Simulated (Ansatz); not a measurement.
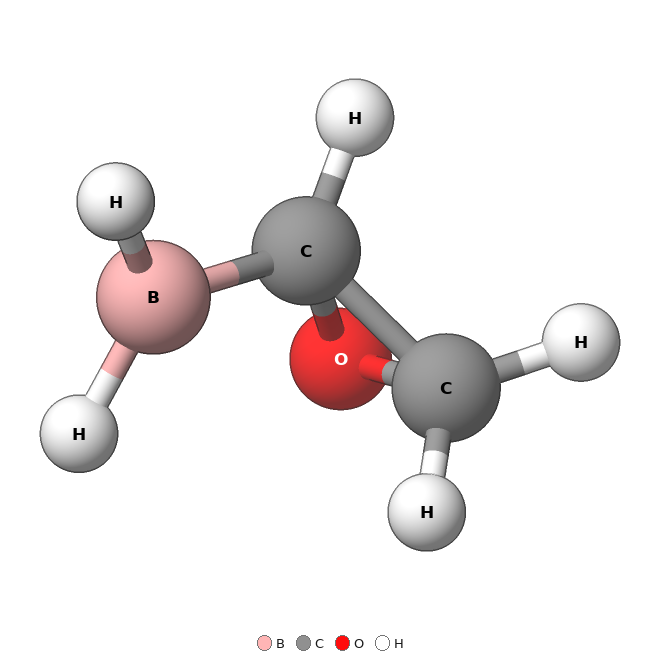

Starting geometry of the run.

Ansatz 0.2.0 input:

```yaml
crystal:
  periodic: [false, false, false]
  atoms:
    - {symbol: B, position_ang: [-0.624722, 0.992486, -0.708356]}
    - {symbol: C, position_ang: [0.567542, 0.182596, -0.196143]}
    - {symbol: C, position_ang: [0.178736, -0.935558, 0.716613]}
    - {symbol: O, position_ang: [0.679057, -1.206737, -0.550211]}
    - {symbol: H, position_ang: [-1.527061, 0.426957, -1.250007]}
    - {symbol: H, position_ang: [-0.680438, 2.169122, -0.500559]}
    - {symbol: H, position_ang: [1.528076, 0.634998, 0.042449]}
    - {symbol: H, position_ang: [-0.871898, -1.171536, 0.872566]}
    - {symbol: H, position_ang: [0.839309, -1.138728, 1.556648]}
basis:
  gaussian: {orbitals: def2-SVP}
hamiltonian: {xc: {name: PBE}}
md: {timestep: 2 fs, n_steps: 20, ensemble: nve, temperature: 700, initial_velocities: maxwell_boltzmann, seed: 469}
```

It was started with:

```sh
ansatz run in.yaml --threads 2 --pin off --events-out ev --progress --plain --max-ram 4352MiB
```

Output (its end):

```
mean field -4866.36047294 eV, -178.8354488430 hartree, gradient 1.3e-5 eV, S^2 0.000000; 1 other end points of the search recorded, 0 dependent functions left out
the calculation of the forces begins
reference -4866.36050383 eV, -178.8354499783 hartree; 15, 15 occupied and 66, 66 virtual orbitals, 903 factors
md step    20: t =    40.00 fs  T =   331.6 K  F+E_penalty+E_count = -4866.36047294 eV  E_kin = 0.300009 eV  conserved = -4866.06046423 eV  (29 SCF iters)
Total energy: -4866.36050383 eV, -178.8354499783 hartree
Atom 0 at    -0.599921     1.058013    -0.832205 Å, force     0.075628    -1.554519     0.799750 eV/Å
Atom 1 at     0.430086     0.200192    -0.096772 Å, force     2.156928    -1.161845     0.944973 eV/Å
Atom 2 at     0.283332    -1.035762     0.807296 Å, force     0.547624     0.763539    -2.578803 eV/Å
Atom 3 at     0.645182    -1.178430    -0.605833 Å, force    -0.493838     0.454586     1.840927 eV/Å
Atom 4 at    -1.523538     0.498876    -1.310148 Å, force    -0.695631    -0.060862    -0.543354 eV/Å
Atom 5 at    -0.344284     2.172237    -0.789308 Å, force    -0.076603     2.008672    -0.274099 eV/Å
Atom 6 at     1.433023     0.661949     0.191946 Å, force    -0.719063    -0.079418    -0.533232 eV/Å
Atom 7 at    -0.720972    -1.350695     1.055622 Å, force    -0.667771    -0.424200     0.282965 eV/Å
Atom 8 at     1.106983    -1.229243     1.519389 Å, force    -0.127274     0.054048     0.060873 eV/Å
Dipole moment:     0.011284     0.075890     0.377705 e Å
```

Self-consistency was reached.
